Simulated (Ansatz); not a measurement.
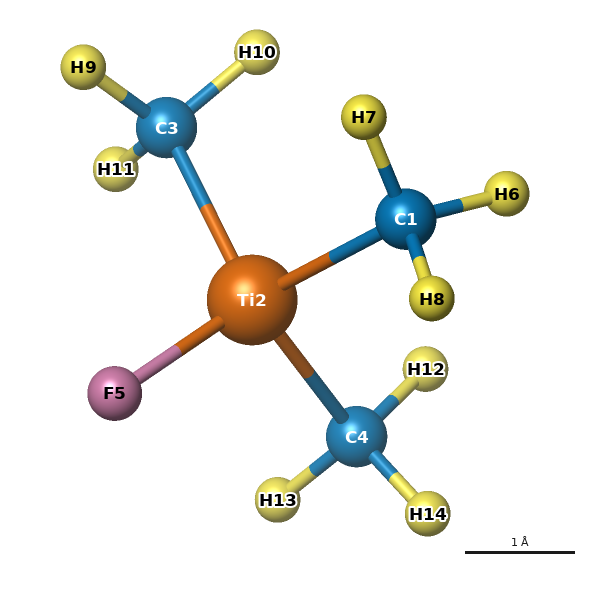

Atoms carry their numbers in the input. Charge 0, singlet. The geometry was computed by an optimisation with PBE-D4/def2-SVP. No frequency run is at hand to confirm it as a minimum.

Question: What is the geometry at C1?

Answer: C1 has 4 neighbours (Ti2 at 2.06, H6 at 1.11, H7 at 1.11, H8 at 1.11 Å); the arrangement is tetrahedral.

Question: Describe the coordination of atom 2.

Answer: Ti2 has 4 neighbours (C1 at 2.06, C3 at 2.06, C4 at 2.06, F5 at 1.75 Å); the arrangement is tetrahedral.

Question: What is the geometry at C4?

Answer: C4 has 4 neighbours (Ti2 at 2.06, H12 at 1.11, H13 at 1.11, H14 at 1.11 Å); the arrangement is tetrahedral.

Question: How are the neighbours of atom 3 arranged?

Answer: C3 has 4 neighbours (Ti2 at 2.06, H9 at 1.11, H10 at 1.11, H11 at 1.11 Å); the arrangement is tetrahedral.
